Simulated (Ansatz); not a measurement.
# H on Rh(111), fcc start, 2x2 cell: photoemission fingerprints

Aim: how the adsorbate changes the work function, the valence spectrum and the core levels in H on Rh(111), fcc start, 2x2 cell.

Main program and level: Ansatz 0.2.0; DFT, PBE, plane-wave PAW, scalar-relativistic; PAW set soft_1.

## 1. The structure

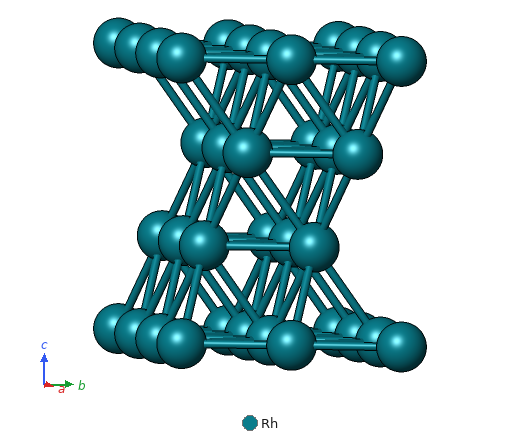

Start, viewed from the side, with the c axis up; rhodium blue. 3×2×1 cells are drawn. Some periodic images of atoms are drawn too.

The cell holds 4 atoms: 4 Rh. Cell: a = 2.708 Å, b = 2.708 Å, c = 21.634 Å, α = 90.0°, β = 90.0°, γ = 60.0°. It derives from Rh. Vacuum lies along c.

## 2. The clean face

The clean face is the reference for what the added atoms change.

input.yaml

```yaml
crystal:
  lattice:
    - [2.7082189719, 0.0, 0.0]
    - [1.354109486, 2.3453864287, 0.0]
    - [0.0, 0.0, 21.633754593]
  atoms:
    - { symbol: Rh, position: [0.0, 0.0, 0.65331954] }
    - { symbol: Rh, position: [0.666666667, 0.666666667, 0.551106513] }
    - { symbol: Rh, position: [0.333333333, 0.333333333, 0.448893487] }
    - { symbol: Rh, position: [0.0, 0.0, 0.34668046] }
kpoints:
  mp_grid: { grid: [18, 18, 1] }
scf:
  occupations: { method: fermi_dirac, width: 0.05 }
  n_extra_bands: 12
hamiltonian:
  xc: pbe
  pseudopotentials: { kind: paw, azcp: { folder: soft_1 } }
output:
  forces: true
  write_potential: true
  volumetric_format: []
  dos:
    projected: true
    de: 0.05
    e_range: [-30, 12]
    method: { smearing: { sigma: 0.1, scheme: gaussian } }
efield:
  axis: 3
  dipole_correction: true
relax:
  f_tol: 0.03
  max_steps: 50
  constraints: [{ sites: [2, 3] }]
```

Run with:

```bash
$ ansatz run input.yaml --threads 8 --pin off --max-ram 40960MiB --backend cuda --events-out ev --progress --plain --runs-dir out
```

Numbers of over 12 decimals in the logs are rounded to 6 here.

Output:

```text
The last accepted step is kept in <dir> (removed where the run ends without a failure and the disk answers)
scf.n_extra_bands = 12 over 34 filled bands (N_el = 68.0): the run solves 46 bands
Engine: ansatz 0.2.0, aarch64-unknown-linux-gnu
Pseudopotentials: kind: paw
Pseudopotential: Rh, paw, valence charge 17, recommended cutoff 420 eV (normal), soft_1/Rh.paw.azcp
Functional definition: PBE
  parameter kappa = 0.804
  parameter beta = 0.066725
  exchange = pbe_x(kappa = kappa, mu = beta*pi^2/3)
  correlation = pbe_c(beta = beta)
[...]
Crystal: 4 atoms, lattice volume = 137.414 Å³
Basis set: ecut = 420 eV, 2719 PW (Γ), exchange–correlation on 40×40×300 points (8 copies of the dense FFT grid, shifted against one another)
Bands: 46, of which v1, the nominal top of the filled ones, is band 34 counted from 1 (33 counted from 0)
Symmetry: 6 space group operations
k-points: 37 of 324 (time reversal used)
Non-local potential: Rh, projectors of the file, l = 0: 3, l = 1: 2, l = 2: 2, l = 3: 1
PAW form: soft (Blöchl's): semilocal exchange-correlation on the pseudo side does not see the compensation charge
PAW one-centre angular grid: Rh, 590 points (default); XC on 64 Gauss nodes
Initial density: superposition of atomic densities (neutral atoms: chi_scale 0, normalization atom)
Initial wavefunctions: pseudopotential atomic-orbital guess
[...]
Functional: x = pbe(κ = 0.804, μ = 0.219515), c = pbe(β = 0.066725)
SCF iter   1: F=—  HF=-25611.892623 eV  |F-HF|=—  |Δ(HF+E_count)|=         —  Δρ=6.58e-2  dr2=6.13e0  ethr=3.10e-3  p=0.000 e·Å  D=1.47e-13 V/Å  ΔV_dip=-0.00 eV  dr2_dipole=9.30e-7  V_vac-E_F(+/−)=5.75/5.75 eV  ⟨swp⟩=8.2  Hψ=7797  notcnv=0  defer=38
efield: sawtooth ramp at fractional position 0.9500 (placed from the atoms, in the widest stretch of the axis that holds none; the zero of the levels goes with the place), width 0.1000; the density the first Hamiltonian is built on has a dipole p = 0.000 e·Å; the dipole correction subtracts the counter field D = 1.47e-13 V/Å, which shifts the + side's vacuum level by -0.00 eV against the − side's; the planar-averaged density in the ramp window peaks in size at 3.0e-5 e/Å³
preconditioner: auto → LDOS  [metal: Δε(μ)=0.006 eV  Ē_g=8.371 eV  σ=0.050 eV  W_gap=0.03  n_scr=16 (ndim 8)  ℏωp=19.0 eV  f_vac=0.530  D(μ)=6.37/eV (n_scr^D=60)  β→1.0]
SCF iter   2: F=—  HF=-25612.843667 eV  |F-HF|=—  |Δ(HF+E_count)|=   9.51e-1  Δρ=7.87e-2  dr2=9.66e0  ethr=3.10e-3  p=-0.000 e·Å  D=-1.90e-5 V/Å  ΔV_dip=0.00 eV  dr2_dipole=2.50e-7  V_vac-E_F(+/−)=5.30/5.30 eV  ⟨swp⟩=3.1  Hψ=4559  notcnv=0  defer=108
[...]
SCF iter   9: F=-25610.123454 eV  HF=-25610.123454 eV  |F-HF|=5.70e-8  |Δ(HF+E_count)|=   2.64e-6  Δρ=2.18e-5  dr2=4.57e-7  ethr=2.38e-8  p=0.000 e·Å  D=1.35e-7 V/Å  ΔV_dip=-0.00 eV  dr2_dipole=6.70e-12  V_vac-E_F(+/−)=5.17/5.17 eV  ⟨swp⟩=13.8  Hψ=15849  notcnv=0
SCF 1 converged in 9 iterations: F = -25610.123454 eV  dr2 = 4.57e-7
  greatest PAW one-centre occupation: 1.000 electrons in one spin orbital (limit 2), on the Rh atom at site 1 (counted from 0), in its partial waves of l = 0
relax step   1: F+E_penalty+E_count = -25610.12345424 eV  Δ(F+E_penalty+E_count) = +0.000e0 eV  max|allowed force component| = 2.529e-1 eV/Å  Δτ_max = 0.0000 Å  (9 SCF iters, dr2 threshold 2.25e-5 eV, accepted)
[...]
iter 1 solved again at ethr=2.45e-3 eV; its pass at ethr=3.10e-3 eV (dr2=1.66e0 eV) is discarded
SCF iter   1: F=—  HF=-25610.154913 eV  |F-HF|=—  |Δ(HF+E_count)|=         —  Δρ=1.33e-2  dr2=1.59e0  ethr=2.45e-3  p=0.000 e·Å  D=8.54e-7 V/Å  ΔV_dip=-0.00 eV  dr2_dipole=6.54e-1  V_vac-E_F(+/−)=5.15/5.15 eV  ⟨swp⟩=1.0  Hψ=6406  notcnv=0  defer=51
efield: sawtooth ramp at fractional position 0.9500 (handed on by an earlier solve), width 0.1000; the density the first Hamiltonian is built on has a dipole p = 0.000 e·Å; the dipole correction subtracts the counter field D = 8.54e-7 V/Å, which shifts the + side's vacuum level by -0.00 eV against the − side's; the planar-averaged density in the ramp window peaks in size at 3.4e-5 e/Å³
preconditioner: auto → LDOS  [metal: Δε(μ)=0.018 eV  Ē_g=8.266 eV  σ=0.050 eV  W_gap=0.09  n_scr=16 (ndim 8)  ℏωp=19.0 eV  f_vac=0.540  D(μ)=6.58/eV (n_scr^D=74)  β→1.0]
[...]
SCF 2 converged in 7 iterations: F = -25610.129368 eV  dr2 = 1.04e-6
[...]
relax step   2: F+E_penalty+E_count = -25610.12936807 eV  Δ(F+E_penalty+E_count) = -5.914e-3 eV  max|allowed force component| = 2.348e-1 eV/Å  Δτ_max = 0.1274 Å  (7 SCF iters, dr2 threshold 4.00e-6 eV, accepted)
[...]
SCF 3 converged in 6 iterations: F = -25610.135335 eV  dr2 = 1.58e-6
relax step   3: F+E_penalty+E_count = -25610.13533461 eV  Δ(F+E_penalty+E_count) = -5.967e-3 eV  max|allowed force component| = 1.188e-2 eV/Å  Δτ_max = 0.0500 Å  (6 SCF iters, dr2 threshold 3.45e-6 eV, accepted)
[...]
SCF 4 converged in 4 iterations: F = -25610.135336 eV  dr2 = 2.95e-8
relax step   4: F+E_penalty+E_count = -25610.13533611 eV  Δ(F+E_penalty+E_count) = -1.498e-6 eV  max|allowed force component| = 1.173e-2 eV/Å  Δτ_max = 0.0000 Å  (4 SCF iters, accepted)
[...]
SCF converged after 4 iterations
Free energy (F): -25610.135336 eV
Harris-Foulkes:  -25610.135336 eV  (|F-HF|=1.17e-8)
Internal energy: -25610.080367 eV  (E = F + TS)
E sigma→0 (E₀):  -25610.107851 eV
Entropy (-TS):   -0.054969 eV (-13.742 meV/atom)
Fermi energy:    5.899022 eV
Dipole field:    D = 0.000626 V/Å  (p = 0.000475 e·Å, saw-weighted, corrected)
Work function:   Φ+ = 5.1427 eV   Φ− = 5.1562 eV
Levels:          The Fermi level and band energies are counted from a zero that moves with the ramp; work functions are not
--- Per-component energies (eV) ---
  E_band       = -1443.497681
  E_kinetic    = 2143.727288
  E_local      = -92879.244346  (includes V_loc(G=0)·N_el)
  E_nonlocal   = 1195.198434
  E_hartree    = 45130.553909
  E_xc         = -803.740651
  E_vxc        = -1008.143247  (∫ρ·V_xc dr)
  E_paw        = -14413.661693  (= ΣΔE_a)
  E_vpaw       = -1156.132639  (= ΣTr[D̂ρ^β])
  E_aug_tail   = 0.000319  (compensation charges beyond the density's cutoff)
  E_efield     = 0.000000  (sawtooth field / dipole correction)
  E_vefield    = 0.001324  (∫n·V_field dr)
  E_ewald      = 34017.086372
  E_smearing   = -0.054969  (= −TS)
  E_closure    = 0.000000  (closes the sum)
  Σ components = -25610.135336   (vs F -25610.135336, Δ=0.00e0)
--- Forces (eV/Å), atoms counted from 1 ---
  atom   1  Rh     0.00000000    -0.00000000     0.01172515
  atom   2  Rh    -0.00000000     0.00000000    -0.00649934
  atom   3  Rh     0.00000000    -0.00000000    -0.21231914
  atom   4  Rh    -0.00000000     0.00000000     0.20714715
  max |Σ_I F_I| component: 5.38e-5 eV/Å
--- Band table (eV; the first three rows and the last of 37) ---
  k-point 0: bands = [... 30 lower, 4.0252, 4.8633, 4.8633, 5.1747, 5.1747, 5.8820, 5.8820, 6.0542, ... 8 higher]
  k-point 1: bands = [... 30 lower, 3.9204, 4.8019, 4.8029, 5.1970, 5.2512, 5.4379, 5.8574, 5.8800, ... 8 higher]
  k-point 2: bands = [... 30 lower, 3.8693, 4.6714, 4.7006, 4.8688, 5.1499, 5.2193, 5.8607, 5.8751, ... 8 higher]
  k-point 36: bands = [... 30 lower, 4.8566, 4.8863, 5.7049, 6.0580, 6.1191, 6.1247, 12.6749, 12.8717, ... 8 higher]
--- Relaxed structure (4 steps of the walk, 4 accepted, 0 SCFs on fresh bases) ---
  F+E_penalty+E_count = -25610.13533611 eV   max|allowed force component| = 1.173e-2 eV/Å
  atoms:
    - { symbol: Rh, position: [6.103106775436686e-19, -1.2206213550873377e-18, 0.649744] }
    - { symbol: Rh, position: [0.666667, 0.666667, 0.548935] }
    - { symbol: Rh, position: [0.333333, 0.333333, 0.448893] }
    - { symbol: Rh, position: [0.0, 0.0, 0.346680] }
```

Run time: 3 s. Hardware: 1 × NVIDIA GB200 with 8 threads of Arm Neoverse V2, shared host; peak memory 1.2 GiB; 10 s of CPU time.

Step by step:

| step | energy less that of the first step (eV) | largest force component (eV/Å) |
| --- | --- | --- |
| 1 | 0.0000 | 0.2529 |
| 2 | -0.0059 | 0.2348 |
| 3 | -0.0119 | 0.0119 |
| 4 | -0.0119 | 0.0117 |

The run keeps the 6 symmetry operations that it works with, so distortions that break them were not tested.

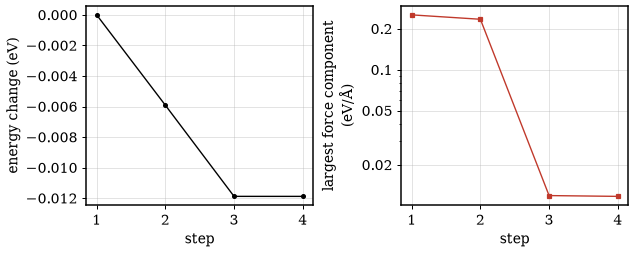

Energy and largest force along the relaxation.

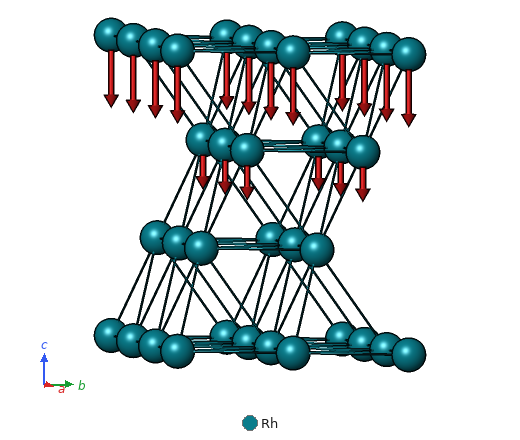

Displacements in the relaxation, exaggerated; the longest in the cell stands for 0.08 Å. 3×2×1 cells are drawn. Some periodic images of atoms are drawn too.

The atoms that moved most (Å):

| atom | dx | dy | dz | length |
| --- | --- | --- | --- | --- |
| Rh1 | 0.000 | 0.000 | -0.077 | 0.077 |
| Rh2 | 0.000 | 0.000 | -0.047 | 0.047 |

Final coordinates:

```cif
data_structure
_symmetry_space_group_name_H-M 'P 1'
_symmetry_Int_Tables_number 1
_cell_length_a 2.7082
_cell_length_b 2.7082
_cell_length_c 21.6338
_cell_angle_alpha 90.000
_cell_angle_beta 90.000
_cell_angle_gamma 60.000
_cell_volume 137.41
loop_
_atom_site_label
_atom_site_type_symbol
_atom_site_fract_x
_atom_site_fract_y
_atom_site_fract_z
_atom_site_occupancy
Rh1 Rh 0.00000 0.00000 0.64974 1
Rh2 Rh 0.66667 0.66667 0.54893 1
Rh3 Rh 0.33333 0.33333 0.44889 1
Rh4 Rh 0.00000 0.00000 0.34668 1
```

This step gave:

```
free energy                                    : -25610.1353 eV
energy at zero smearing                        : -25610.1079 eV
smearing term TS                               : 0.05497 eV
Fermi energy                                   : 5.899 eV
symmetry operations                            : 6
zero of energy                                 : Fermi level
share of occupied states in no projected shell : 0.0113 of the occupied states in the window
DOS at the Fermi level                         : 6.622 states/eV/cell
work function, upper face                      : 5.143 eV
work function, lower face                      : 5.157 eV
```

The planar mean, electrostatic potential oscillates, so the rows of the table below give means over windows of 2 Å about each position, cut where the curve ends. Its maxima inside the range that stand out by 2 % of the span (Å: eV): 8.7: -0.484, 10.8: -1.07, 13.0: -0.673. Its minima: 7.5: -23.7, 9.7: -23.9, 11.8: -23.9, 14.0: -23.5.

From the Fermi level. The planar mean, electrostatic potential by z; means over each step:

| z (Å) | planar mean, electrostatic potential (eV) |
| --- | --- |
| 0 | 5.15 |
| 2 | 5.16 |
| 4 | 5.14 |
| 6 | 1.59 |
| 8 | -12.1 |
| 10 | -13.2 |
| 12 | -13.4 |
| 14 | -13.0 |
| 16 | 4.17 |
| 18 | 5.14 |
| 20 | 5.14 |

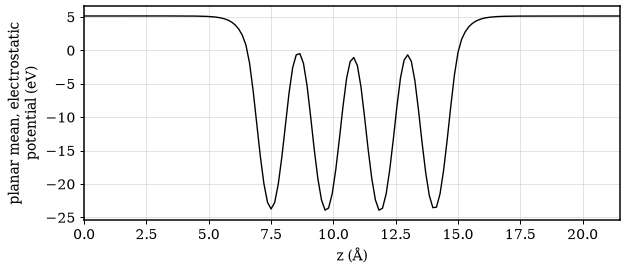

Planar mean, electrostatic potential, plotted against z.

The spectra weight each projected shell by its atomic cross section (Dirac–Hartree–Slater) and angular factor, for unpolarised light with the analyser at 90° from the beam. Broadening, on top of any smearing of the DOS itself: a Gaussian of 0.35 eV and a Lorentzian of 0.05 eV plus 0.03 times the binding energy (full widths), Fermi edge at 300 K. Each atom is damped by exp[−depth/(λ cos θ)], θ = 0° from the normal, λ from the universal curve. Curves are cut 10 eV under the photon energy, above any shell that the free atom's threshold puts out of reach, or at the lower edge of the window: 9.1 eV at 21.2 eV, 9.1 eV at 100 eV, 9.1 eV at 1486.7 eV and 9.1 eV at 5950 eV. Dipole terms alone, which is rough above 3 keV; no background, satellites or final-state effects.

Share of each shell in the spectrum's area (%), by photon energy:

| shell | 21.2 eV | 100 eV | 1486.7 eV | 5950 eV |
| --- | --- | --- | --- | --- |
| Rh 5s | 0.1 | 6.3 | 1.7 | 10.9 |
| Rh 4d | 99.9 | 93.6 | 98.2 | 88.8 |

At the Fermi level the DOS is 6.62 states/eV a cell, and on the broadened curves Rh 4d holds 93 % of the total there.

(Continued in part 2 of 4.)

[Logs are printed without paths, hosts, clocks, repeated set-up lines and the standing remarks that a program may print on its own settings, such as how far it seeks lower states.]

[Hosts, paths, dates, database ids (printed as entryN), source tags and the programs' standing remarks are cut or masked in the printed files.]

[Maps of the electrostatic potential energy from Ansatz leave out the sawtooth potential of an applied field or a dipole correction, so their vacuum need not be flat; work functions include it.]
